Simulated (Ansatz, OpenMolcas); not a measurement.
# Errors in the atomisation enthalpy at 298 K

10 molecules without hydrogen; the atomisation enthalpy at 298 K in kJ/mol, computed less measured. Shapes, held fixed at every level: PBE0-D4/def2-TZVP. Flexible molecules stand in one conformer, not always the lowest. Thermal terms are harmonic and unscaled (PBE0-D4/def2-TZVP); the spin-orbit lowering of the free atoms is taken from their spectra. Programs: Ansatz 0.2.0, OpenMolcas 26.06. Measured values: Active Thermochemical Tables, NIST-JANAF tables.

Levels: A = HF/def2-SVP; B = BHLYP/STO-3G; C = B3LYP/6-31G* (Cartesian functions); D = PBE0-D4/def2-TZVPP.

| molecule | from tabulated heats | A | B | C | D |
| --- | --- | --- | --- | --- | --- |
| CO (carbon monoxide) | 1077 | -349 | -203 | -31 | -17 |
| N2 (nitrogen) | 945 | -483 | -392 | -26 | -14 |
| CO2 (carbon dioxide) | 1609 | -581 | -409 | -23 | +9 |
| NOF (nitrosyl fluoride) | 867 | -655 | -357 | +14 | +21 |
| SiO2 (silicon dioxide molecule) | 1254 | -684 | -526 | -125 | -73 |
| BCl3 (boron trichloride) | 1337 | -307 | +84 | -46 | +34 |
| BClF2 (chlorodifluoroborane) | 1736 | -390 | +12 | -5 | +6 |
| BF3 (boron trifluoride) | 1944 | -437 | -76 | +7 | -14 |
| S2F2 (Difluorodisulfane) | 1049 | -709 | -333 | -122 | -14 |
| NF3 (nitrogen trifluoride) | 843 | -721 | -101 | +29 | +16 |

Which level does best on this set, which worst, and which err to one side?


| level | kind | mean error | mean absolute error | worst case |
| --- | --- | --- | --- | --- |
| HF/def2-SVP | Hartree–Fock | -531.6 | 531.6 | NF3 |
| BHLYP/STO-3G | global hybrid | -230.1 | 249.3 | SiO2 |
| B3LYP/6-31G* (Cartesian functions) | global hybrid | -32.8 | 42.8 | SiO2 |
| PBE0-D4/def2-TZVPP | global hybrid | -4.6 | 21.8 | SiO2 |

On this set PBE0-D4/def2-TZVPP has the smallest mean absolute error and HF/def2-SVP the largest. HF/def2-SVP is too low in 10 of 10; BHLYP/STO-3G is too low in 8 of 10; B3LYP/6-31G* (Cartesian functions) is too low in 7 of 10. The heats of NF3 come from older tables and can be uncertain by 10 kJ/mol or more. The tabulated values of NOF, SiO2, BCl3, BClF2, BF3, S2F2 are in doubt (older tables, estimates, or at odds with other calculations) and kept here. Over the 4 molecules whose values aren't doubted the mean absolute errors are A 533.5; B 276.2; C 27.2; D 14.0. Hartree–Fock lacks correlation and underbinds. Rows in very small basis sets show the basis more than the method. The set is small.

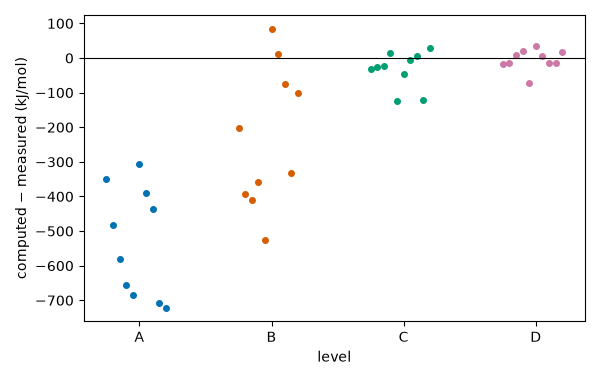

Errors of each level, one point a molecule.
